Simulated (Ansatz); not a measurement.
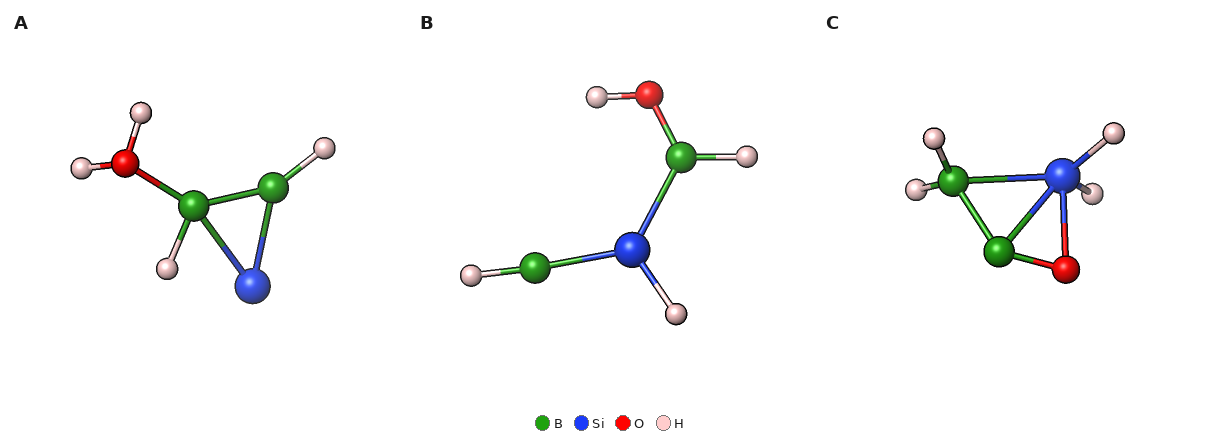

3 stationary structures of one formula. Geometries: PBE-D4/def2-SVP. Electronic energies: PBE-D4/def2-SVP (Ansatz 0.2.0), without zero-point energy. No frequency run is at hand to confirm each as a minimum. Each is one conformer, not always the lowest.

Question: Which is lowest in energy, and by how much?

Answer: C is lowest (Cs); B lies 214.9 kJ/mol above it, A lies 298.8 kJ/mol above it (C1).
